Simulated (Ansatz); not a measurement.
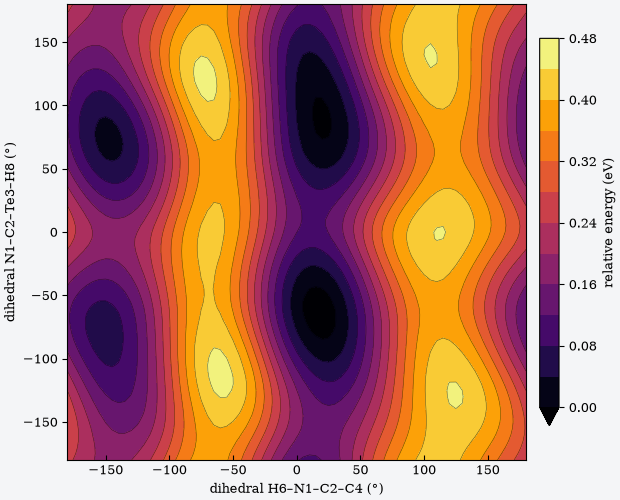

C₂H₄ClNTe, SMILES NC([TeH])=CCl. 
- Coordinates scanned: (1) dihedral H6–N1–C2–C4; (2) dihedral N1–C2–Te3–H8.
- Nothing is relaxed (all other coordinates rigid).
- Grid: 12 × 12 points.
- Points are written as (first, second).
- Energies are in eV, from the lowest grid point.
- The restricted reference is unstable at some or all points, so the energies there are unreliable.
- Theory: Ansatz, RHF-MP2, frozen core/def2-SVP.

In the figure: filled contours. Between grid points the surface is interpolated.

The lowest grid point is at (30°, −60°). The bottom of the well lies between grid points, at about (20°, −65°), about 0.02 eV lower on the interpolated surface. There are further wells near (30°, 90°) (0.005 eV above the lowest at that grid point); (−150°, 60°) (0.036 eV above the lowest at that grid point); (−150°, −90°) (0.064 eV above the lowest at that grid point). The highest grid point, (−60°, −120°), lies 0.451 eV above the lowest. Round the minimum the valley is somewhat tilted: raising dihedral H6–N1–C2–C4 shifts the best value of dihedral N1–C2–Te3–H8 downwards (coupling k₁₂/√(k₁₁k₂₂) about 0.2).

The level of theory is changed to Ansatz, RKS PBE0-D4/def2-SVP; with it change the reference geometry, relaxed at the new level; the new grid has 9 × 9 points, laid about the new relaxed structure. 

Question: What does this change do to the map?

Answer: The minimum (interpolated where it lies between grid points) moves from about (20°, −65°) to about (15°, −65°). The span from the lowest to the highest grid point grows from 0.451 to 0.509 eV.

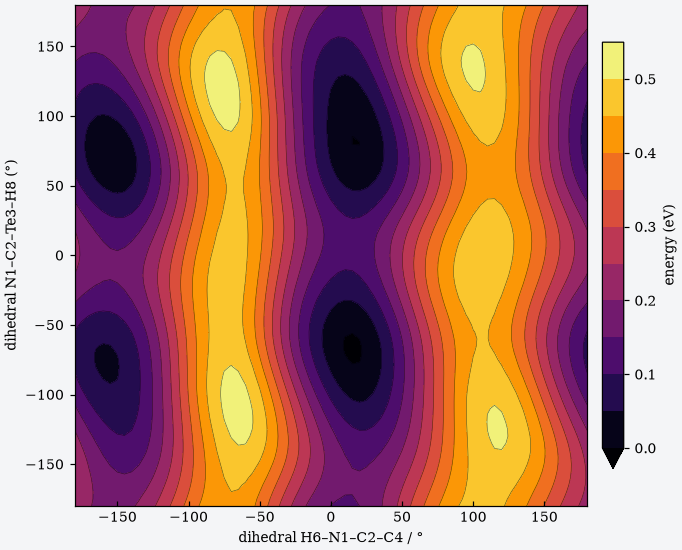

The map after the change, on a colour scale of its own. In the figure: filled contours. Between grid points the surface is interpolated.
